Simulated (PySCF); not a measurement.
# A series of small molecules: trihydrides MH3 of group 15

Gas-phase molecules at GFN2-xTB geometries (not checked as minima at the level of the calculation), PBE/def2-TZVP with PySCF. The ionisation energy is E(cation) − E(neutral) at fixed geometry, without spin-orbit coupling. LUMO energies depend on the basis. GFN2-xTB bonds to atoms past the second row can be off by 0.02 to 0.07 Å and angles by up to several degrees, which can move orbital and ionisation energies by up to 0.5 eV and charges by 0.01 to 0.02 e, so small steps and misses may come from the geometries. Volumes are summed on a coarse grid and good to about 2 %. Core potentials replace the inner electrons of Bi and Sb. Electronegativities are Pauling's, radii Cordero's.

```
molecule  electronegativity of M  covalent radius of M (Å)  Hirshfeld charge of the central atom (e)  HOMO energy (eV)  vertical ionisation energy (eV)  HOMO–LUMO gap (eV)  volume inside the 0.001 a.u. surface (Å³)
     NH3                    3.04                      0.71                                    −0.299             −5.91                            10.81                6.16                                         36
     PH3                    2.19                      1.07                                     0.034             −6.71                            10.55                6.68                                         55
    AsH3                    2.18                      1.19                                     0.087             −6.83                            10.58                6.71                                         61
    SbH3                    2.05                      1.39                                         ?                 ?                                ?                   ?                                          ?
    BiH3                    2.02                      1.48                                     0.240             −6.77                            10.04                5.93                                         77
```

The results for SbH3 are withheld.

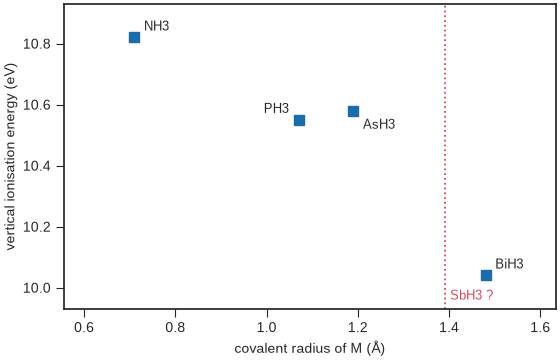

Question: Estimate the vertical ionisation energy for SbH3 from its trend with the covalent radius of M.

Answer: A least-squares line through the four given members is y = 11.569 − 0.964 x, with R² = 0.88 and a scatter of 0.14 eV; AsH3 lies farthest from it (+0.16 eV). At x = 1.39 it gives 10.23 eV. For a new member the 90 % prediction interval is ±0.50 eV.

Question: How does the computed value compare?

Answer: The calculation gives 9.99 eV, 0.24 eV below the estimate (1.7 times the scatter, 29 % of the range of the series): inside the wide prediction interval, but a poor estimate. Its other results: Hirshfeld charge of the central atom 0.194 e, HOMO energy −6.62 eV, HOMO–LUMO gap 5.76 eV and volume inside the 0.001 a.u. surface 72 Å³.

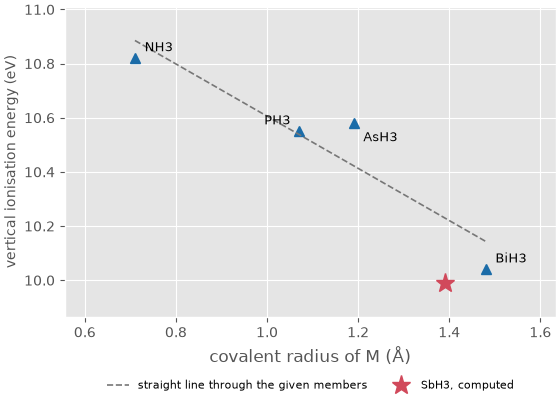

Over the series −ε(HOMO) lies 3.27 to 4.91 eV below the ionisation energy from total-energy differences, since this functional puts filled levels too high (delocalisation error). The pairing was chosen among those with R² above 0.80; series and pairings with weaker trends are left out of this set.

The single runs took from 1.5 s to 74 s, on 1 thread of shared hosts (four kinds of processor).
